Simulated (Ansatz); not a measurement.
# Sn2GeO3: the cost of one run

Program: Ansatz 0.2.0. Level of theory: DFT PBE, scalar-relativistic, plane waves, PAW. These are calculated values, not measurements.

### 1 The starting structure

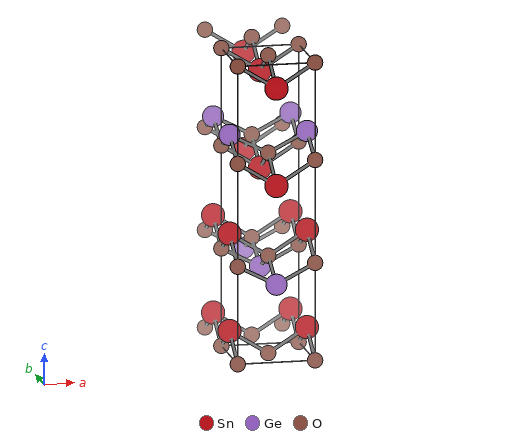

The starting structure, seen slightly off an axis (tin red, germanium purple, oxygen brown). 1×2×1 cells are drawn. Atoms on the faces are drawn again on the opposite ones.

Coordinates:

```xyz
12
Lattice="3.7917 0.0000 0.0000 0.0000 3.7917 0.0000 0.0000 0.0000 14.7027" Properties=species:S:1:pos:R:3 pbc="T T T"
Sn    0.0000    1.8959    1.1880
Sn    0.0000    1.8959    5.9949
Sn    1.8959    0.0000   13.5147
Sn    1.8959    0.0000    8.7078
Ge    0.0000    1.8959   10.8728
Ge    1.8959    0.0000    3.8299
O     0.0000    0.0000    9.8920
O     0.0000    0.0000    0.0000
O     0.0000    0.0000    4.8107
O     1.8959    1.8959    9.8920
O     1.8959    1.8959    0.0000
O     1.8959    1.8959    4.8107
```

The start is the relaxed end of an invented cell (made as: elements ordered on the sites of the SnO type, Ge/Sn on Sn (P4/nmm, No. 129)), taken up again for a closer look.

### 2 A first look at the guess

Contents of input.yaml:

```yaml
crystal:
  lattice:
    - [3.7917069, 0.0, 0.0]
    - [0.0, 3.7917069, 0.0]
    - [0.0, 0.0, 14.7027087]
  atoms:
    - { symbol: Sn, position: [0.0, 0.5, 0.080804] }
    - { symbol: Sn, position: [0.0, 0.5, 0.407741] }
    - { symbol: Sn, position: [0.5, 0.0, 0.919196] }
    - { symbol: Sn, position: [0.5, 0.0, 0.592259] }
    - { symbol: Ge, position: [0.0, 0.5, 0.739508] }
    - { symbol: Ge, position: [0.5, 0.0, 0.260492] }
    - { symbol: O, position: [0.0, 0.0, 0.672803] }
    - { symbol: O, position: [0.0, 0.0, 0.0] }
    - { symbol: O, position: [0.0, 0.0, 0.327197] }
    - { symbol: O, position: [0.5, 0.5, 0.672803] }
    - { symbol: O, position: [0.5, 0.5, 0.0] }
    - { symbol: O, position: [0.5, 0.5, 0.327197] }
basis:
  ecutwfc: 420
kpoints:
  mp_grid: { grid: [4, 4, 2] }
hamiltonian:
  xc: pbe
scf:
  occupations: { method: gaussian, width: 0.1 }
  lower_state_search: "off"
output:
  forces: true
  stress: true
  eigenvalues: true
```

Launch:

```
ansatz run input.yaml --threads 4 --pin off --max-ram 8192MiB --backend cpu --events-out ev --progress --plain --runs-dir out
```

Q: Estimate wall time and peak memory on 4 threads of Arm Neoverse V1, shared host.

About 4 s, with a peak of 0.72 GiB.
